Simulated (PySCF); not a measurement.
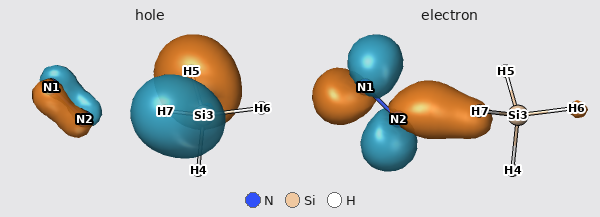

Figure. H4N2Si, SMILES `N#N.[SiH4]`. Leading natural transition orbital pair of S₁ (TDA singlet states); the surfaces enclose about 78 % of each orbital's density.

Computed with PySCF, CAM-B3LYP/def2-SVP, geometry: GFN2-xTB. The pair's geometry is semi-empirical, so its contact may be too short or too long. Without diffuse functions Rydberg states are missing, so the states' numbers hold for this basis only.

Cartesian coordinates (Å):

```
N1      -2.2940    0.3234    0.0003
N2      -1.4793   -0.4128   -0.0003
Si3      1.4664    0.0333    0.0002
H4       1.3293   -1.4186   -0.0137
H5       0.8336    0.6049   -1.1895
H6       2.8838    0.3918    0.0016
H7       0.8366    0.5820    1.1988
```

What kind of excitation is it, and where does it lie?

Answer. 8.83 eV (140 nm), f = 0.002, charge transfer; the leading pair carries 97 %; hole on Si3 (38 %), H5 (26 %) and H7 (22 %), electron on N1 (42 %), N2 (40 %) and Si3 (10 %); their centroids lie 2.1 Å apart; S₂ lies within 0.1 eV of it. In canonical orbitals it is mainly HOMO−2 → LUMO (61 %). The HOMO–LUMO gap is 11.76 eV.
